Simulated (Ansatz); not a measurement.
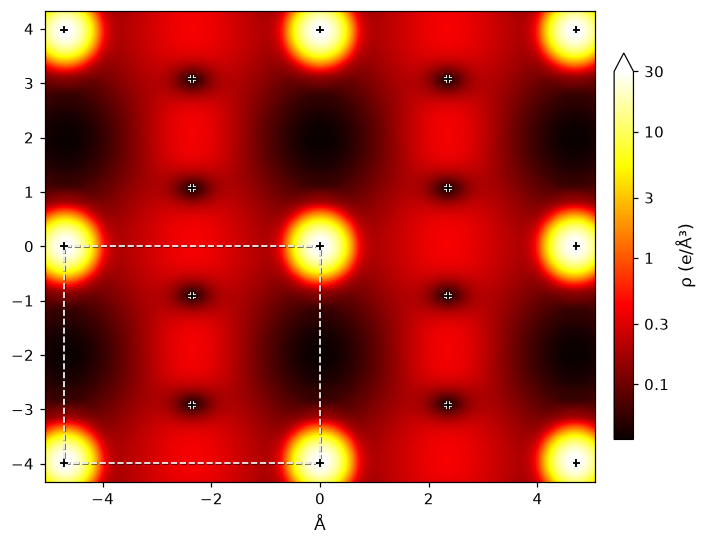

The valence pseudo-density on a plane through atoms (crosses mark nuclei in the plane).

All numbers below come from DFT PBE, scalar-relativistic, plane waves, PAW (Ansatz).

Candidates:
A. MgBe, a = 4.72 Å, b = 4.72 Å, c = 3.99 Å, α = 90.00°, β = 90.00°, γ = 90.00°. Space group P4mm; a structure generated by program, which may or may not match a known phase.
B. Ta₃WO₂, a = 4.31 Å, b = 4.31 Å, c = 4.33 Å, α = 90.00°, β = 90.00°, γ = 90.00°. Space group P4/mmm; a structure generated by program, which may or may not match a known phase; computed without spin polarisation.
C. Si₄B, a = 5.17 Å, b = 5.17 Å, c = 5.17 Å, α = 90.00°, β = 90.00°, γ = 90.00°. Space group Im-3m; a structure generated by program, which may or may not match a known phase; computed without spin polarisation.

Q: Which candidate gave the map?

A: Candidate A: MgBe on the (100) plane of the conventional cell, which holds Mg and Be. Be–Be (1.97 Å): ρ is about 0.39 e/Å³ halfway. Mg–Be (2.53 Å): ρ is about 0.19 e/Å³ halfway.
